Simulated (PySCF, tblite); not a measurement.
# F2H3S2Si2 radical: geometry, infrared bands and EPR parameters

Aim: predict the infrared bands and EPR parameters of F2H3S2Si2 radical (`F[Si](F)(S)S[SiH2]`).

The runs use tblite 0.8.0 and PySCF 2.14.0, with density-fitted response routines of our own; the level of theory stands in each step. All values are computed, except where a source is named. Atoms count from 0, in the outputs and in this text.

## (1) The starting structure

9 atoms, charge 0, multiplicity 2; geometry from: force field or distance geometry start.

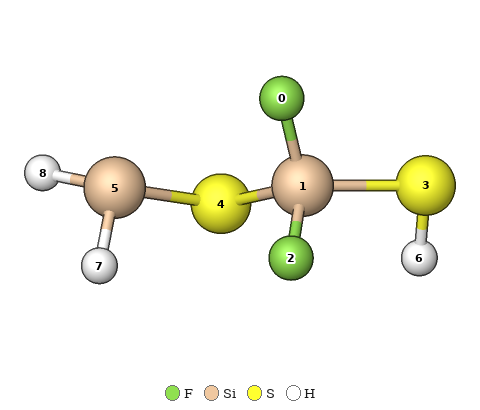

As it starts; fluorine green, silicon light orange, sulfur yellow, hydrogen white, atoms numbered.

## (2) Relaxing the molecule with GFN2-xTB

What the job is given:

```
{"job": {"kind": "relax", "xc": "GFN2-xTB", "basis": "xTB"}, "charge": 0, "multiplicity": 2}
F     -0.200200    -1.860400     1.108100
Si    -0.839000    -0.617100     0.298800
F     -1.396100     0.453700     1.344200
S     -2.413200    -1.289000    -0.957900
S      0.658800     0.269600    -0.899400
Si     1.961400     0.559900     0.755900
H     -2.596400    -0.113700    -1.558000
H      1.511400     1.765400     1.499900
H      3.327000     0.837700     0.228500
```

On the command line:

```bash
OMP_NUM_THREADS=1 python probes_run.py task.json out
```

The driver reads the jobs from task.json and runs them one after another.

The log of the run:

```text
step      E/eV     max force
  0    -573.25926    1.584
  1    -573.31006    0.909
  2    -573.34551    0.427
  3    -573.35996    0.477
  4    -573.40208    0.450
  5    -573.41259    0.250
  6    -573.41639    0.164
  7    -573.41781    0.152
  8    -573.41968    0.179
  9    -573.42220    0.176
 10    -573.42466    0.188
 11    -573.42642    0.157
 12    -573.42747    0.089
 13    -573.42818    0.068
 14    -573.42888    0.074
 15    -573.42977    0.105
 16    -573.43097    0.116
 17    -573.43226    0.100
 18    -573.43309    0.059
 19    -573.43340    0.034
 20    -573.43352    0.036
 21    -573.43368    0.050
 22    -573.43395    0.061
 23    -573.43422    0.053
 24    -573.43439    0.038
 25    -573.43446    0.024
 26    -573.43455    0.032
 27    -573.43472    0.050
 28    -573.43506    0.065
 29    -573.43552    0.082
 30    -573.43589    0.062
 31    -573.43610    0.041
 32    -573.43626    0.039
 33    -573.43657    0.062
 34    -573.43724    0.102
 35    -573.43840    0.148
 36    -573.43970    0.152
 37    -573.44084    0.098
 38    -573.44159    0.053
 39    -573.44176    0.136
 40    -573.44222    0.083
 41    -573.44256    0.057
 42    -573.44299    0.071
 43    -573.44316    0.041
 44    -573.44342    0.033
 45    -573.44367    0.026
 46    -573.44378    0.053
 47    -573.44392    0.049
 48    -573.44433    0.044
 49    -573.44483    0.059
 50    -573.44535    0.047
 51    -573.44558    0.109
 52    -573.44584    0.051
 53    -573.44608    0.031
 54    -573.44628    0.045
 55    -573.44646    0.056
 56    -573.44671    0.052
 57    -573.44697    0.035
 58    -573.44740    0.051
 59    -573.44798    0.058
 60    -573.44831    0.049
 61    -573.44841    0.026
 62    -573.44846    0.026
 63    -573.44852    0.029
 64    -573.44865    0.041
 65    -573.44884    0.057
 66    -573.44905    0.058
 67    -573.44921    0.046
 68    -573.44932    0.031
 69    -573.44939    0.027
 70    -573.44946    0.027
 71    -573.44930    0.091
 72    -573.44953    0.024
 73    -573.44957    0.023
 74    -573.44950    0.108
 75    -573.44974    0.019
 76    -573.44981    0.017
 77    -573.44986    0.064
 78    -573.44995    0.009
```

It took 0.56 s on 1 thread of Arm Neoverse V1, shared host; peak memory 0.18 GiB.

The steps of the relaxation: (not every step is listed)

```tsv
step	energy from step 0 (eV)	largest force (eV/Å)
0	0.0000	1.5836
1	-0.0508	0.9091
2	-0.0862	0.4269
3	-0.1007	0.4771
4	-0.1428	0.4504
5	-0.1533	0.2502
6	-0.1571	0.1639
7	-0.1585	0.1519
8	-0.1604	0.1785
14	-0.1696	0.0742
20	-0.1743	0.0356
26	-0.1753	0.0322
32	-0.1770	0.0388
38	-0.1823	0.0531
44	-0.1842	0.0334
50	-0.1861	0.0470
56	-0.1875	0.0516
62	-0.1892	0.0263
68	-0.1901	0.0306
73	-0.1903	0.0227
74	-0.1902	0.1078
75	-0.1905	0.0190
76	-0.1905	0.0168
77	-0.1906	0.0645
78	-0.1907	0.0090
```

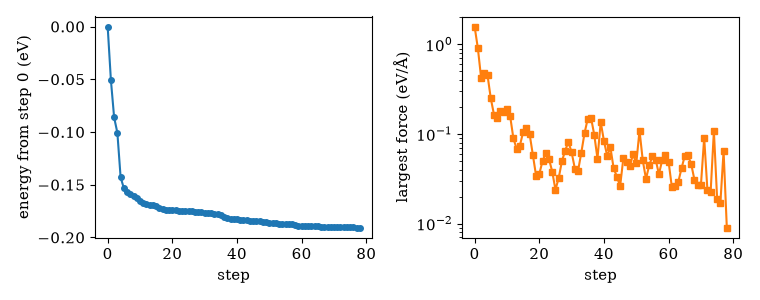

Energy and force, step by step.

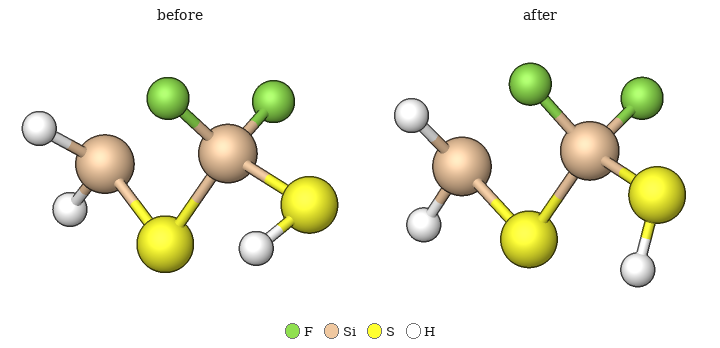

The geometry before (left) and after (right).

Distances of close pairs at the start and the end, largest changes first:

```tsv
bond	before (Å)	after (Å)	change (Å)
S4–Si5	2.126	2.175	+0.049
Si5–H8	1.490	1.451	-0.039
Si5–H7	1.486	1.454	-0.033
F0–Si1	1.615	1.598	-0.017
Si1–S3	2.123	2.117	-0.007
S3–H6	1.332	1.326	-0.006
Si1–F2	1.597	1.600	+0.003
Si1–S4	2.113	2.113	+0.000
```

The final coordinates are the input of the step that follows.

## (3) Infrared spectrum with GFN2-xTB

What the job is given:

```
{"job": {"kind": "ir", "xc": "GFN2-xTB", "basis": "xTB"}, "charge": 0, "multiplicity": 2}
F     -0.439209    -1.874423     1.106836
Si    -0.922300    -0.568180     0.322985
F     -1.235272     0.360920     1.587046
S     -2.682436    -0.945244    -0.790705
S      0.642494     0.252070    -0.836351
Si     2.103006     0.628349     0.731444
H     -2.210985    -0.501997    -1.948623
H      1.509008     1.561192     1.674970
H      3.249256     1.093306    -0.027631
```

The log of the run:

```text
mode    cm-1     km/mol
  1      31.6      2.22
  2      62.6     34.34
  3      78.7      2.97
  4     100.4      3.13
  5     130.8      3.71
  6     149.4      7.54
  7     189.9     22.26
  8     231.3     62.06
  9     255.8     28.89
 10     453.3     18.04
 11     469.8     86.24
 12     530.9     29.95
 13     569.6     94.44
 14     601.4    183.13
 15     694.3    212.46
 16     758.1     67.49
 17     850.2    200.14
 18     856.8    207.71
 19    2329.6    136.83
 20    2363.3    309.76
 21    2451.4     81.15
```

Wall time 0.34 s (1 thread of Arm Neoverse V1, shared host); peak memory 0.18 GiB.

The strongest bands and the atoms that carry them (share of the mass-weighted mode):

```tsv
cm⁻¹	km/mol	atoms
470	86.2	S4 50 %, Si5 41 %
570	94.4	H8 45 %, H7 29 %, Si1 11 %
601	183.1	Si1 49 %, S4 17 %, S3 11 %
694	212.5	H8 48 %, H7 45 %
850	200.1	F2 52 %, Si1 44 %
857	207.7	F0 52 %, Si1 45 %
2330	136.8	H7 89 %
2363	309.8	H8 88 %
```

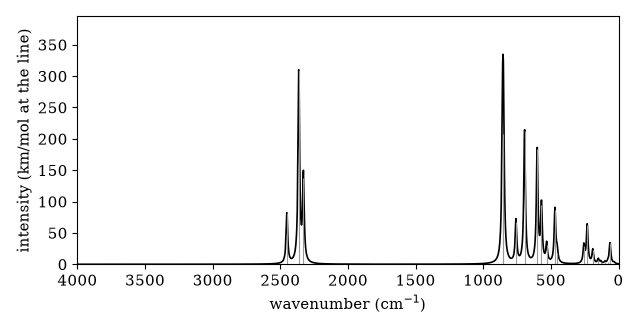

The infrared spectrum from these modes, unscaled. Lines are broadened to a width of 14 cm⁻¹ (Lorentzian).

## (4) g tensor and hyperfine couplings: B3LYP/pcH-1

The job, as its differences from that of step 3:

```diff
@@ -1,2 +1,2 @@
-{"job": {"kind": "ir", "xc": "GFN2-xTB", "basis": "xTB"}, "charge": 0, "multiplicity": 2}
+{"job": {"kind": "epr", "basis": "pcH-1"}, "charge": 0, "multiplicity": 2}
 F     -0.439209    -1.874423     1.106836
```

Method: UKS B3LYP, pcH-1 on F H S Si, non-relativistic, mean-field spin-orbit, GIAO.

The log of the run:

```text
UKS, coarse grid
  cycle   1  E = -1576.94061548  |g| = 6.10e-01
  cycle   2  E = -1576.79115349  |g| = 9.52e-01
  cycle   3  E = -1577.05672864  |g| = 6.48e-02
  cycle   4  E = -1577.05786805  |g| = 4.00e-02
  cycle   5  E = -1577.05858046  |g| = 4.98e-03
  cycle   6  E = -1577.05859182  |g| = 2.72e-03
  cycle   7  E = -1577.05859647  |g| = 4.64e-04
UKS, final grid
  cycle   1  E = -1577.05862793  |g| = 5.08e-04
  cycle   2  E = -1577.05862788  |g| = 6.60e-04
  cycle   3  E = -1577.05862805  |g| = 8.16e-05
  cycle   4  E = -1577.05862805  |g| = 2.50e-05
E = -1577.05862805 Eh   <S^2> = 0.7515 (exact 0.7500)
g shifts (ppm)      1          2          3
  rmc          -148       -148       -148
  gc              3         46         50
  oz_so         116       2728       6667
  total         -29       2626       6570
hyperfine (MHz)  atom isotope    a_iso     a_fc   dipolar eigenvalues
    0   19F      -1.67      -1.74     -6.43     -2.99      9.42
    1  29Si     -10.54     -10.57     -2.03      0.58      1.45
    2   19F      -0.85      -0.86     -1.92     -0.97      2.89
    3   33S       0.13       0.14     -0.29     -0.15      0.44
    4   33S       2.27       2.22    -13.38    -11.36     24.74
    5  29Si    -577.61    -578.39   -164.27     80.80     83.47
    6    1H      -0.30      -0.30     -0.75     -0.67      1.42
    7    1H      98.10      98.07     -8.61      1.12      7.49
    8    1H      54.83      54.79     -8.66      0.55      8.11
```

Wall time 53 s (1 thread of Arm Neoverse V1, shared host); peak memory 0.8 GiB.

Principal g values 2.00229, 2.00495, 2.00889; g(iso) = 2.00537, against 2.00232 for a free electron.

Hyperfine couplings; where a row names several nuclei, a(iso) is their mean (it holds for fast rotation or exchange) and the dipolar term the largest among them:

```tsv
nuclei	isotope	a(iso) (MHz)	a(iso) (G, at g = 2.0023)	largest dipolar term (MHz)
Si5	29Si	-577.6	-206.1	-164.3
H7, H8	1H	76.5	27.3	-8.7
Si1	29Si	-10.5	-3.8	-2.0
S4	33S	2.3	0.8	24.7
F0, F2	19F	-1.3	-0.4	9.4
H6	1H	-0.3	-0.1	1.4
S3	33S	0.1	0.0	0.4
```

Mulliken spin populations:

```tsv
atom	value (e)
F0	0.00
Si1	0.00
F2	0.00
S3	0.00
S4	0.08
Si5	0.86
H6	0.00
H7	0.04
H8	0.02
```

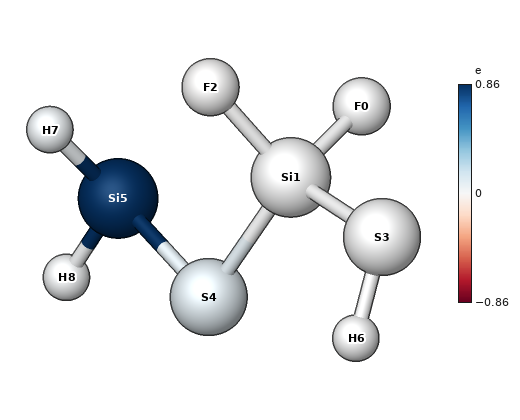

Mulliken spin populations, as colours on the atoms.

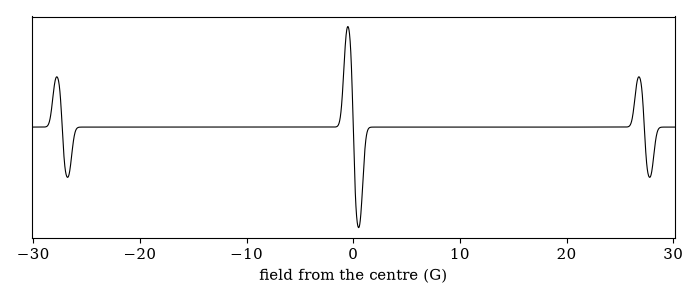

First-order isotropic spectrum (first derivative, main isotopes with spin only, couplings over 0.8 MHz, Gaussian width 0.3 G; couplings of the frozen geometry, rotation of groups not averaged beyond the rows shown).

Orbitals, density, ELF and potential are computed afterwards from the orbital file.

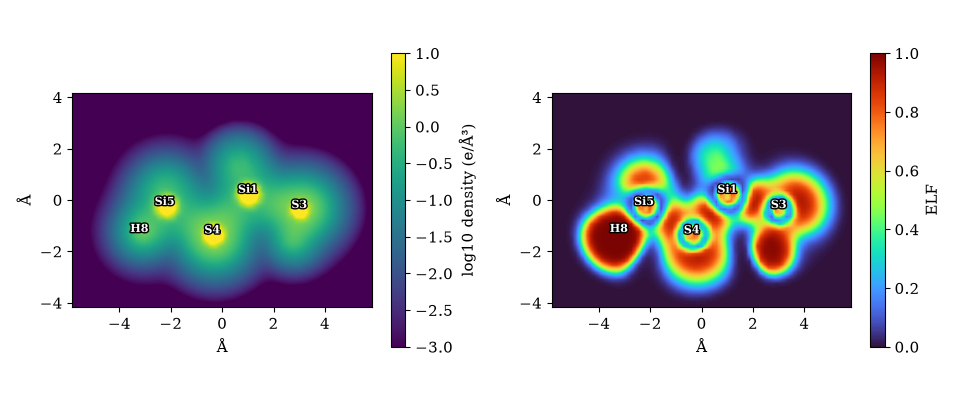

Density (left) and ELF (right) in a plane through or near 5 of the atoms.

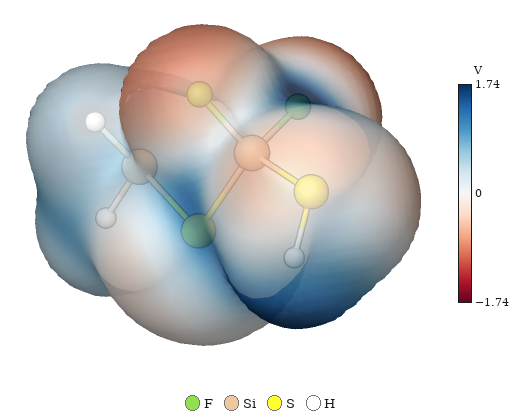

Electrostatic potential on the surface of density 0.002 e/bohr³; red is low, blue high. It runs from -0.84 V near F0 to 1.74 V near H6.

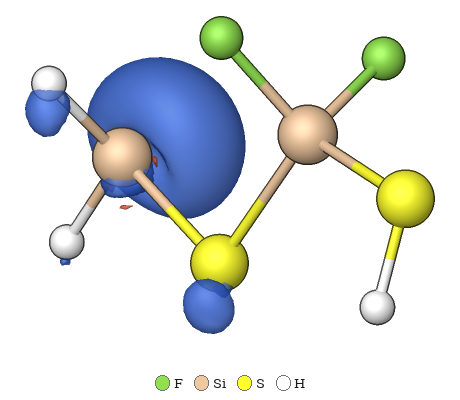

Spin density at ±0.06 e/Å³ (alpha excess blue, beta excess red).

## (5) Outcome

```
                                                                  quantity                    value
                                 strongest single infrared mode (GFN2-xTB)    2363 cm⁻¹, 310 km/mol
                                              zero-point energy (GFN2-xTB)            20.2 kcal/mol
                                                            g(iso) (B3LYP)                  2.00537
                                                                      ⟨S²⟩       0.752 (exact 0.75)
                                        largest a(iso) (averaged by class)  29Si on Si5, -577.6 MHz
potential on the surface of density 0.002 e/bohr³, 1st and 99th percentile       -0.84 V and 1.74 V
```

In words: The optimisation took 78 steps and gained 0.191 eV; among the close pairs (by a distance rule), S4–Si5 changed most, from 2.126 to 2.175 Å. All 21 modes are real, so the xTB geometry is a minimum. The strongest single mode, at 2363 cm⁻¹, moves mainly H8. Unscaled tight-binding wavenumbers are off by several per cent, some by more. Its intensities can rank the bands wrongly. Si5 carries the largest spin population, 0.86 e. The isotropic g lies 3.1 ppt above the free-electron value. These values are for one conformer; the search (at its own cheap level) found 1 more, at 1.41 kcal/mol, and measured spectra average over such forms.
